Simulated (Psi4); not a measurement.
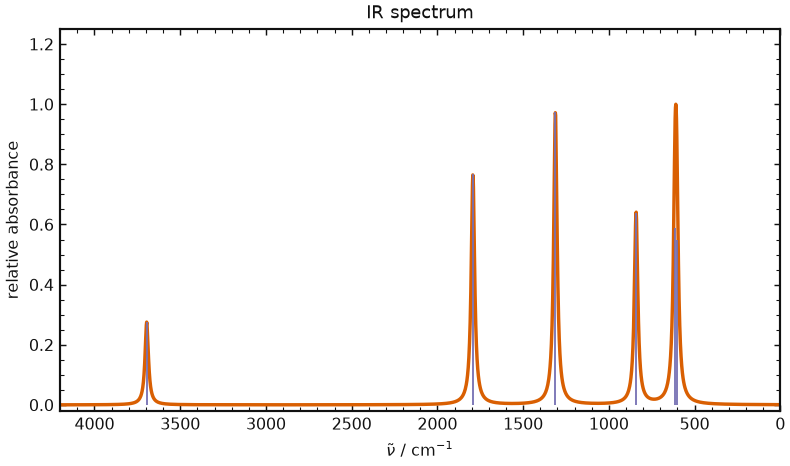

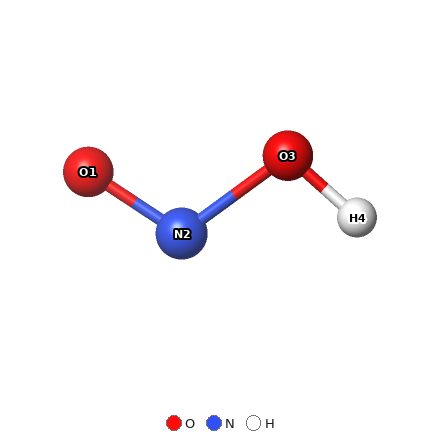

Infrared spectrum of NHO₂ (nitrous acid), SMILES O=NO. Unscaled harmonic wavenumbers and double-harmonic intensities, r2SCAN/6-31G(d) (dispersion D4) in Psi4 1.11, at a geometry relaxed at this level, isolated molecule. Lorentzian lines of 24 cm⁻¹ full width. Close modes add up in the curve.

Question: Which is the highest mode?

Answer: 3695.3 cm⁻¹ (51.5 km/mol).

Question: Which lines are the most intense?

Answer: 1311.5 cm⁻¹ (181.9 km/mol), 1792.7 cm⁻¹ (143.4 km/mol) and 840.9 cm⁻¹ (119.3 km/mol).

Question: List the modes.

Answer:
| cm⁻¹ | km/mol |
| --- | --- |
| 604.6 | 102.5 |
| 613.5 | 109.8 |
| 840.9 | 119.3 |
| 1311.5 | 181.9 |
| 1792.7 | 143.4 |
| 3695.3 | 51.5 |

Note: double-zeta basis.
